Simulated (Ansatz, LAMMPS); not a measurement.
# Relaxing a frame of liquid acetonitrile from 293 K (102 atoms)

Aim: bring a frame of liquid acetonitrile from 293 K (102 atoms) to a nearby minimum of the energy and see what moves.

Program: Ansatz 0.2.0. Level of theory: Kohn-Sham DFT, r2SCAN+D3(BJ), PAW (set soft_2), plane waves. Results are calculated unless marked as measured.

## (1) Starting point

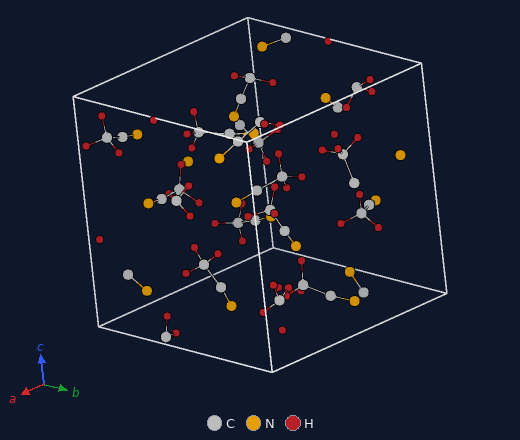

The starting structure, seen slightly off an axis (carbon light grey, nitrogen orange, hydrogen red). Bonds to atoms that aren't drawn are left out. Some periodic images of atoms are drawn too.

The cell holds 102 atoms: 34 C, 17 N and 51 H. Cell: a = 11.382 Å, b = 11.382 Å, c = 11.382 Å, α = 90.0°, β = 90.0°, γ = 90.0°. 17 acetonitrile placed at random, at 0.786 g/cm³; overlaps pushed apart, then 10 ps at 393 K with MMFF94 bonds, angles, torsions, charges and radii (Halgren, J. Comput. Chem. 17, 490 (1996)) in harmonic and 12-6 forms. Snapshot after 20 ps at 293 K and fixed volume.

What the set-up can't give: The network of contacts between molecules at the start is that of the classical potential that made the cell. The density was typed from a rule of thumb and may lie off the real one at this temperature. Only the Γ point is sampled, in a cell whose shortest periodic width is 11 Å.

## (2) The classical run that made the cell

A classical potential supplies the starting structure, since it reaches far longer times than DFT.

This step: classical MD, MMFF94 bonds, angles, torsions, charges and radii (Halgren, J. Comput. Chem. 17, 490 (1996)) in harmonic and 12-6 forms (LAMMPS 22 Jul 2025 - Update 4).

Input file in.lmp:

```
# liquid acetonitrile
units real
atom_style full
boundary p p p
bond_style harmonic
angle_style harmonic
dihedral_style opls
improper_style harmonic
special_bonds lj 0 0 0.5 coul 0 0 0.75
read_data data.lmp
neigh_modify delay 0 every 1 check yes one 4000
comm_modify cutoff 12.0
timestep 0.5
thermo_style custom step time temp pe press density
thermo_modify norm yes
# push overlapping molecules apart
pair_style soft 2.6
pair_coeff * * 0.0
variable a equal ramp(1,60)
fix ad all adapt 1 pair soft a * * v_a
velocity all create 393 515145 mom yes dist gaussian
fix lim all nve/limit 0.03
fix lan all langevin 393 393 50 515146 zero yes
thermo 1000
run 3000 post no
unfix ad
pair_style lj/cut/coul/long 9.0
pair_modify mix arithmetic tail yes
pair_coeff 1 1 0.0678 3.3680   # C
pair_coeff 2 2 0.0678 3.5530   # C
pair_coeff 3 3 0.0721 3.3270   # N
pair_coeff 4 4 0.0216 2.5400   # H
kspace_style pppm 1.0e-4
thermo 100
# [... 16 lines left out ...]
compute msd all msd com yes
thermo 5000
fix md all nvt temp 293 293 100
run 20000 post no
print "== T293: mean square displacement over the hold $(c_msd[4]:%.2f) A^2"
unfix md
uncompute msd
write_dump all custom T293.dump id type xs ys zs modify sort id
```

The run is started by

```console
lmp -in in.lmp -log none -nocite
```

The log of the run:

```text
LAMMPS (22 Jul 2025 - Update 4)
Reading data file ...
  orthogonal box = (0 0 0) to (11.38169 11.38169 11.38169)
  102 atoms
  orthogonal box = (0 0 0) to (11.38169 11.38169 11.38169)
  85 bonds
  119 angles
   Step          Time           Temp          PotEng         Press         Density
         0   0              393            0.075534874    3081.978       0.78600014
      1000   500            357.75758      0.93828061     2231.2998      0.78600014
      2000   1000           361.34534      0.84927499     1577.9825      0.78600014
      3000   1500           390.50267      0.93231621     11817.51       0.78600014
[... 29 lines left out ...]
   Step          Time           Temp          PotEng         Press         Density
[... 4 lines left out ...]
Loop time of 1.30312 s on 1 MPI rank(s) for 5000 steps with 102 atoms
   Step          Time           Temp          PotEng         Press         Density
[... 2 lines left out ...]
     25000   24000          235.32797     -0.48709239    -2781.6187      0.78600014
     30000   29000          277.97773     -0.6041472      6469.5089      0.78600014
     35000   34000          347.22223     -0.54666392    -1779.2871      0.78600014
     37000   36000          270.4605      -0.65561975     5400.1019      0.78600014
Loop time of 5.1554 s on 1 MPI rank(s) for 20000 steps with 102 atoms
== T293: mean square displacement over the hold 18.86 A^2
```

Run time: 10 s. Hardware: 1 thread of Intel Xeon Platinum 8488C (Sapphire Rapids), shared host; peak memory 0.12 GiB.

The input also reads data.lmp (atoms, bonds and types; not printed here).

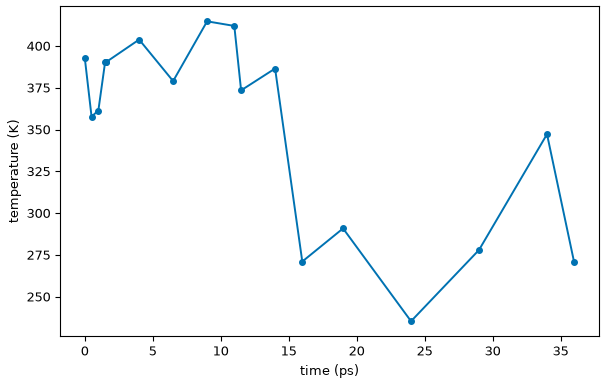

Temperature against time.

## (3) Single point at the start

A single point comes first, to see the forces before anything moves.

Input file input.yaml:

```yaml
crystal:
  lattice:
    - [11.38169, 0.0, 0.0]
    - [0.0, 11.38169, 0.0]
    - [0.0, 0.0, 11.38169]
  atoms:
    - { symbol: C, position: [0.82452, 0.47479, 0.30368] }
    - { symbol: C, position: [0.76767, 0.49946, 0.19085] }
    - { symbol: "N", position: [0.72645, 0.50435, 0.09655] }
    - { symbol: H, position: [0.79747, 0.40018, 0.35433] }
    - { symbol: H, position: [0.81429, 0.55371, 0.36308] }
    - { symbol: H, position: [0.91754, 0.46352, 0.29573] }
    - { symbol: C, position: [0.89695, 0.97826, 0.27359] }
    - { symbol: C, position: [0.87895, 0.07765, 0.20014] }
    - { symbol: "N", position: [0.85863, 0.15675, 0.13873] }
    - { symbol: H, position: [0.80907, 0.94418, 0.29126] }
    - { symbol: H, position: [0.94108, 0.99964, 0.35882] }
    - { symbol: H, position: [0.93381, 0.91358, 0.2211] }
    - { symbol: C, position: [0.31762, 0.1544, 0.24808] }
    - { symbol: C, position: [0.33291, 0.27394, 0.287] }
    - { symbol: "N", position: [0.3326, 0.36924, 0.32249] }
    - { symbol: H, position: [0.24362, 0.10953, 0.29734] }
    - { symbol: H, position: [0.40254, 0.10793, 0.26558] }
    - { symbol: H, position: [0.291, 0.13839, 0.15592] }
    - { symbol: C, position: [0.70764, 0.40282, 0.8248] }
    - { symbol: C, position: [0.6394, 0.51047, 0.81588] }
    - { symbol: "N", position: [0.5884, 0.59995, 0.81762] }
    - { symbol: H, position: [0.70293, 0.34726, 0.74397] }
    - { symbol: H, position: [0.67141, 0.34781, 0.89079] }
    - { symbol: H, position: [0.79415, 0.42675, 0.85122] }
    - { symbol: C, position: [0.47568, 0.67036, 0.13434] }
    - { symbol: C, position: [0.44221, 0.79003, 0.09997] }
    - { symbol: "N", position: [0.39723, 0.88008, 0.07924] }
    - { symbol: H, position: [0.42979, 0.60463, 0.08005] }
    - { symbol: H, position: [0.44931, 0.64803, 0.2265] }
    - { symbol: H, position: [0.57219, 0.66914, 0.1191] }
    - { symbol: C, position: [0.92216, 0.08878, 0.81238] }
    - { symbol: C, position: [0.80756, 0.0572, 0.76952] }
    - { symbol: "N", position: [0.71066, 0.04133, 0.74439] }
    - { symbol: H, position: [0.93071, 0.08182, 0.90828] }
    - { symbol: H, position: [0.94171, 0.17124, 0.76906] }
    - { symbol: H, position: [0.98823, 0.0315, 0.78716] }
    - { symbol: C, position: [0.18273, 0.18088, 0.55538] }
    - { symbol: C, position: [0.16372, 0.06095, 0.60113] }
    - { symbol: "N", position: [0.14503, 0.97328, 0.64538] }
    - { symbol: H, position: [0.15996, 0.19252, 0.46907] }
    - { symbol: H, position: [0.26929, 0.21476, 0.56384] }
    - { symbol: H, position: [0.12976, 0.24377, 0.60597] }
    - { symbol: C, position: [0.75701, 0.82799, 0.96991] }
    - { symbol: C, position: [0.82253, 0.75489, 0.89365] }
    - { symbol: "N", position: [0.88585, 0.70256, 0.83142] }
    - { symbol: H, position: [0.8087, 0.90888, 0.99555] }
    - { symbol: H, position: [0.72705, 0.79073, 0.04821] }
    - { symbol: H, position: [0.67652, 0.85662, 0.93462] }
    - { symbol: C, position: [0.97149, 0.51334, 0.63894] }
    - { symbol: C, position: [0.05036, 0.52987, 0.73162] }
    - { symbol: "N", position: [0.12513, 0.54502, 0.80194] }
    - { symbol: H, position: [0.88657, 0.50364, 0.6731] }
    - { symbol: H, position: [0.0046, 0.44264, 0.58258] }
    - { symbol: H, position: [0.97821, 0.59166, 0.59078] }
    - { symbol: C, position: [0.17443, 0.79093, 0.91421] }
    - { symbol: C, position: [0.18402, 0.7069, 0.00925] }
    - { symbol: "N", position: [0.1843, 0.63859, 0.0853] }
    - { symbol: H, position: [0.23726, 0.78482, 0.84606] }
    - { symbol: H, position: [0.17709, 0.87733, 0.96538] }
    - { symbol: H, position: [0.09164, 0.78744, 0.86564] }
    - { symbol: C, position: [0.43063, 0.94274, 0.74114] }
    - { symbol: C, position: [0.42692, 0.98735, 0.62309] }
    - { symbol: "N", position: [0.42635, 0.01611, 0.52423] }
    - { symbol: H, position: [0.49807, 0.99033, 0.79765] }
    - { symbol: H, position: [0.45562, 0.85028, 0.7496] }
    - { symbol: H, position: [0.34845, 0.95256, 0.78737] }
    - { symbol: C, position: [0.42662, 0.56395, 0.56736] }
    - { symbol: C, position: [0.54949, 0.53928, 0.54431] }
    - { symbol: "N", position: [0.64364, 0.51154, 0.51874] }
    - { symbol: H, position: [0.37651, 0.52859, 0.49478] }
    - { symbol: H, position: [0.40978, 0.66212, 0.57979] }
    - { symbol: H, position: [0.39832, 0.52643, 0.64988] }
    - { symbol: C, position: [0.64311, 0.17993, 0.50953] }
    - { symbol: C, position: [0.76752, 0.2051, 0.51594] }
    - { symbol: "N", position: [0.86504, 0.22936, 0.53513] }
    - { symbol: H, position: [0.61224, 0.17411, 0.60659] }
    - { symbol: H, position: [0.62378, 0.09706, 0.46827] }
    - { symbol: H, position: [0.60119, 0.24398, 0.45024] }
    [... 18 atom lines left out ...]
    - { symbol: C, position: [0.24658, 0.81436, 0.39602] }
    - { symbol: C, position: [0.13881, 0.74798, 0.38241] }
    - { symbol: "N", position: [0.05338, 0.69723, 0.36271] }
    - { symbol: H, position: [0.24169, 0.89982, 0.34901] }
    - { symbol: H, position: [0.32306, 0.76806, 0.36818] }
    - { symbol: H, position: [0.26618, 0.83668, 0.48862] }
kpoints:
  mp_grid: { grid: [1, 1, 1] }
hamiltonian:
  xc: r2scan
  dispersion: d3bj
scf:
  occupations: { method: fixed }
output:
  forces: true
  stress: true
  populations: true
  dos:
    method: { smearing: { sigma: 0.1 } }
    de: 0.1
    projected: { site_lists: { C: [C], H: [H], "N": ["N"] } }
  eigenvalues: true
```

The run is started by

```console
ansatz run input.yaml --threads 4 --pin off --max-ram 8192MiB --backend cpu --events-out ev --progress --plain --runs-dir out
```

The log of the run:

```text
Warning: the engine holds no damping parameters fitted to this dispersion correction and functional, so the run takes those fitted to r2scan beside the three-body term, which d3bj leaves out (hamiltonian.dispersion, under Limitations)
Engine: ansatz 0.2.0, x86_64-unknown-linux-gnu
Pseudopotentials: kind: paw
Pseudopotential: C, paw, valence charge 4, recommended cutoff 500 eV (meta_gga), C.paw.azcp
Pseudopotential: N, paw, valence charge 5, recommended cutoff 500 eV (meta_gga), N.paw.azcp
Pseudopotential: H, paw, valence charge 1, recommended cutoff 500 eV (meta_gga), H.paw.azcp
[... 6 lines on functional and potentials left out ...]
Crystal: 102 atoms, lattice volume = 1474.417 Å³
Basis set: ecut = 500 eV, 37529 PW (Γ), exchange–correlation on 360×360×360 points (64 copies of the dense FFT grid, shifted against one another)
Bands: 238, of which v1, the nominal top of the filled ones, is band 136 counted from 1 (135 counted from 0)
Symmetry: 1 space group operations
Space group: P1 (ITA 1), of the structure as read, at distance tolerance 1.1e-4 Å
k-points: 1
[... 9 lines on functional and potentials left out ...]
Initial density: superposition of atomic densities (neutral atoms: chi_scale 0, normalization atom), corrected by the library's trained network
Initial wavefunctions: pseudopotential atomic-orbital guess
Functional: x = r2scan, c = r2scan; τ floored in thin density (d = 2e-4 eV/Å³)
SCF iter   1: F=—  HF=-15910.232679 eV  |F-HF|=—  |Δ(HF+E_count)|=         —  Δρ=6.66e-3  dr2=7.12e-1  dr2_τ=1.06e1  ethr=1.77e-3  ⟨swp⟩=5.0  Hψ=817  notcnv=0  defer=98
preconditioner: auto → Resta (q_TF=auto, 2.058 Å⁻¹)  ε∞=2.1  [insulator: Δε(μ)=6.357 eV  Ē_g=15.018 eV  n_scr=202 (ndim 8)  ℏωp=15.9 eV  f_vac=0.272  ε∞_Penn≈2.1]
SCF iter   2: F=—  HF=-15908.984474 eV  |F-HF|=—  |Δ(HF+E_count)|=    1.25e0  Δρ=4.26e-3  dr2=1.90e-1  dr2_τ=4.64e-2  ethr=2.62e-4  ⟨swp⟩=3.0  Hψ=416  notcnv=0  defer=100
SCF iter   3: F=—  HF=-15908.952862 eV  |F-HF|=—  |Δ(HF+E_count)|=   3.16e-2  Δρ=1.81e-3  dr2=4.08e-2  dr2_τ=4.39e-3  ethr=6.99e-5  ⟨swp⟩=3.0  Hψ=278  notcnv=0  defer=100
SCF iter   4: F=—  HF=-15908.953729 eV  |F-HF|=—  |Δ(HF+E_count)|=   8.67e-4  Δρ=6.87e-4  dr2=7.69e-3  dr2_τ=2.81e-4  ethr=1.50e-5  ⟨swp⟩=3.0  Hψ=175  notcnv=0  defer=100
SCF iter   5: F=—  HF=-15908.957034 eV  |F-HF|=—  |Δ(HF+E_count)|=   3.30e-3  Δρ=2.87e-4  dr2=1.73e-3  dr2_τ=1.70e-4  ethr=2.83e-6  ⟨swp⟩=3.0  Hψ=279  notcnv=0  defer=100
SCF iter   6: F=—  HF=-15908.957772 eV  |F-HF|=—  |Δ(HF+E_count)|=   7.38e-4  Δρ=1.05e-4  dr2=2.01e-4  dr2_τ=2.18e-5  ethr=6.36e-7  ⟨swp⟩=2.0  Hψ=278  notcnv=0  defer=100
SCF iter   7: F=—  HF=-15908.958171 eV  |F-HF|=—  |Δ(HF+E_count)|=   3.99e-4  Δρ=3.39e-5  dr2=2.59e-5  dr2_τ=3.02e-6  ethr=7.40e-8  ⟨swp⟩=2.0  Hψ=277  notcnv=0  defer=100
SCF iter   8: F=—  HF=-15908.960010 eV  |F-HF|=—  |Δ(HF+E_count)|=   1.84e-3  Δρ=2.06e-5  dr2=8.03e-6  dr2_τ=9.77e-7  ethr=9.51e-9  ⟨swp⟩=2.0  Hψ=374  notcnv=0  defer=100
SCF iter   9: F=—  HF=-15908.960017 eV  |F-HF|=—  |Δ(HF+E_count)|=   6.78e-6  Δρ=7.53e-6  dr2=1.14e-6  dr2_τ=1.22e-7  ethr=2.95e-9  ⟨swp⟩=3.0  Hψ=276  notcnv=0  defer=100
SCF iter  10: F=—  HF=-15908.960020 eV  |F-HF|=—  |Δ(HF+E_count)|=   3.61e-6  Δρ=2.37e-6  dr2=1.51e-7  dr2_τ=1.00e-8  ethr=4.17e-10  ⟨swp⟩=2.0  Hψ=275  notcnv=0  defer=100
SCF iter  11: F=-15908.960021 eV  HF=-15908.960021 eV  |F-HF|=2.61e-8  |Δ(HF+E_count)|=   8.09e-7  Δρ=2.07e-6  dr2=8.28e-8  dr2_τ=8.81e-9  ethr=3.68e-11  ⟨swp⟩=19.0  Hψ=1823  notcnv=0
SCF 1 converged in 11 iterations: F = -15908.960021 eV  dr2 = 8.28e-8
  greatest PAW one-centre occupation: 0.847 electrons in one spin orbital (limit 2), on the N atom at site 38 (counted from 0), in its partial waves of l = 0
SCF converged after 11 iterations
Free energy (F): -15908.960021 eV
Harris-Foulkes:  -15908.960021 eV  (|F-HF|=2.61e-8)
Internal energy: -15908.960021 eV  (E = F + TS)
E sigma→0 (E₀):  -15908.960021 eV
Fermi energy:    -3.803465 eV
--- Per-component energies (eV) ---
  E_band       = -2565.254107
  E_kinetic    = 5897.878018
  E_local      = -18037.775265  (includes V_loc(G=0)·N_el)
  E_nonlocal   = 1813.733215
  E_hartree    = 6176.081986
  E_xc         = -3021.049303
  E_vxc        = -4255.767169  (∫ρ·V_xc dr)
  E_paw        = -5651.087672  (= ΣΔE_a)
  E_vpaw       = -602.591373  (= ΣTr[D̂ρ^β])
  E_aug_tail   = -0.023958  (compensation charges beyond the density's cutoff)
  E_vtau       = 267.131091  (kinetic-family band-sum trace: ∫τ·v_τ [+ j·A + Jᵃ·Aᵃ] dr)
  E_ewald      = -3083.097639
  E_disp       = -2.274498  (pairwise vdW)
  E_core_change = -1.344905  (= ΣΔE_core)
  E_smearing   = -0.000000  (= −TS)
  E_closure    = 0.000000  (closes the sum)
  Σ components = -15908.960021   (vs F -15908.960021, Δ=0.00e0)
--- Forces (eV/Å), atoms counted from 1 ---
  atom   1  C     -0.16349718     2.21381074     0.66358888
  atom   2  C     -0.36179034    -1.15939637    -1.12306049
  atom   3  N      0.76073774     0.26371646     1.89881218
  atom   4  H     -0.90616036    -0.49554259    -0.18492644
  atom   5  H     -0.00515566    -0.93011638    -0.70820213
  atom   6  H      0.74120568     0.14221913    -0.55146718
  atom   7  C     -1.16627368     0.85396540     1.66094992
  atom   8  C     -0.35757885     1.90875942    -0.95874670
  atom   9  N      0.27814887    -0.85819793     0.57338948
  atom  10  H     -0.10031649    -0.04109383     0.41765221
  atom  11  H     -0.18917074    -0.37501250    -1.00596909
  atom  12  H      1.50302338    -1.60164571    -0.61786249
  atom  13  C      0.01263490    -1.63171650     0.25342156
  atom  14  C     -0.98280399     0.46557953    -0.14616243
[...]
atom 101  H      0.48219796    -0.53726832    -0.66035986
  atom 102  H     -0.52768204    -0.10647203    -0.39154485
  max |Σ_I F_I| component: 1.58e-4 eV/Å
--- Stress (GPa, compression-positive) ---
       -0.273943       0.151471      -0.702639
        0.151471      -0.970326      -0.445803
       -0.702639      -0.445803      -1.574031
  P = ⅓ Tr σ = -0.9394 GPa (-9.394 kbar)
--- Band table (eV) ---
  k-point 0: bands = ["-20.4334", "-20.3657", "-20.3573", "-20.1454", [... 222 levels ...], "8.1853", "8.2424", "8.2805", "8.3222", "8.3787", "8.3960", "8.4432", "8.5183", "8.5584", "8.6166", "8.6547", "8.7310"]
--- Löwdin populations: 102 sites ---
  site symbol       q [e]
     0      C      4.4800
     1      C      3.7555
     2      N      5.2496
[...]
101      H      0.7585
  spilling = 0.016196 (of n_electrons = 272.000000)
```

It took 35 s on 4 threads of Intel Xeon Platinum 8488C (Sapphire Rapids), shared host; peak memory 4 GiB; 2.2 min of CPU time.

Notices of the run: dispersion damping borrowed.

Numbers from this run:

- free energy: -15908.9600 eV
- free energy per atom: -155.9702 eV/atom
- SCF cycles: 11
- pressure: -0.9394 GPa
- r.m.s. force component: 0.926 eV/Å
- longest force: 5.171 eV/Å
- Fermi energy: -3.803 eV
- gap (highest filled to lowest empty level): 6.334 eV
- spilling of the projection: 0.0162

The r.m.s. force component of 0.93 eV/Å and the pressure of -0.94 GPa set the starting point.

Neighbours are counted within 1.34 Å (H-C), 1.85 Å (C-C), 1.62 Å (C-N).

Length of the force by element and coordination:

```
element  coordination  atoms  mean length of the force (eV/Å)  spread  least  most
      C           all     34                             1.78   0.923  0.328  5.17
      C             2     17                             1.82    1.16  0.328  5.17
      C             4     17                             1.74   0.598  0.558  2.71
      H           all     51                             1.12   0.566  0.276  2.62
      N           all     17                             1.43   0.796  0.236  2.93
```

[end of part 1 of 3]

[Logs are printed without paths, hosts, clocks, repeated set-up lines and the standing remarks that a program may print on its own settings, such as how far it seeks lower states.]

[Hosts, paths, dates, database ids (printed as entryN), source tags and the programs' standing remarks are cut or masked in the printed files.]

[The MMFF94 radii named for the starting cell were scaled by 0.96; in molecules described by MMFF94, hydrogen bound to N, O or S took a small fixed 12-6 site in their place.]
